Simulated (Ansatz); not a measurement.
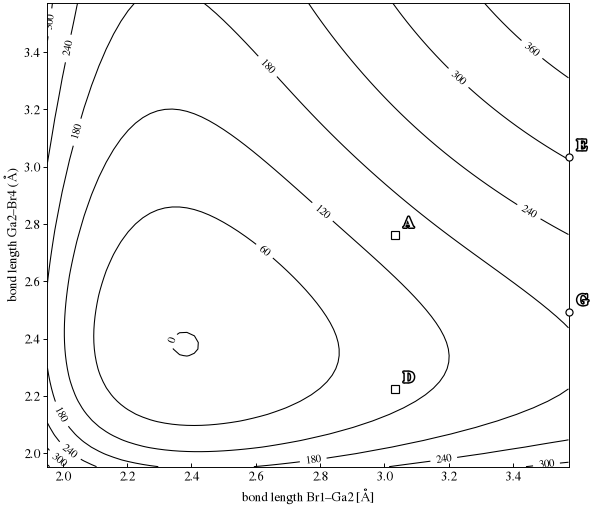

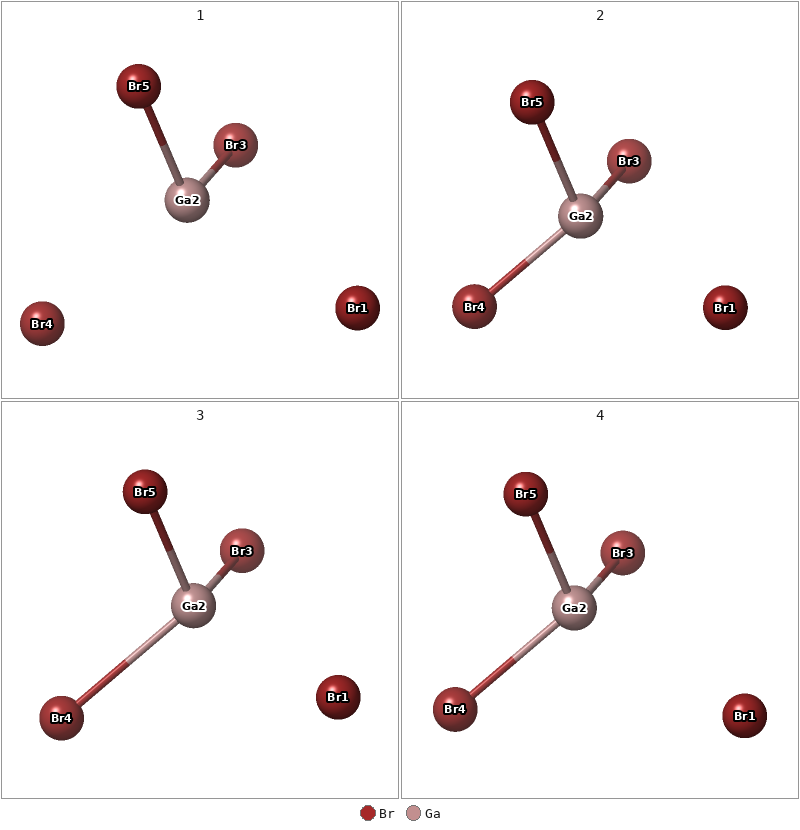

Br₄Ga, SMILES [Br][Ga-]([Br])([Br])[Br], charge −1. First axis: bond length Br1–Ga2. Second axis: bond length Ga2–Br4. Nothing is relaxed (all other coordinates rigid). Grid: 7 × 7 points; 28 points were computed and 21 follow by symmetry. Energies are in kJ/mol, from the relaxed molecule at the same level. The reference is spin-restricted, which grows unreliable where a bond is stretched far. Computed with Ansatz 0.2.0, RHF/def2-SVPD.

Drawn: contour lines labelled in kJ/mol, lettered points. Between grid points the surface is interpolated. The numbered pictures are the structures at these points, in random order.

Q: Which structure belongs to which point?

A: A is structure 3: bond length Br1–Ga2 = 3.03 Å, bond length Ga2–Br4 = 2.76 Å, 149 kJ/mol; D is structure 2: bond length Br1–Ga2 = 3.03 Å, bond length Ga2–Br4 = 2.22 Å, 101 kJ/mol; E is structure 1: bond length Br1–Ga2 = 3.57 Å, bond length Ga2–Br4 = 3.03 Å, 302 kJ/mol; G is structure 4: bond length Br1–Ga2 = 3.57 Å, bond length Ga2–Br4 = 2.49 Å, 187 kJ/mol.
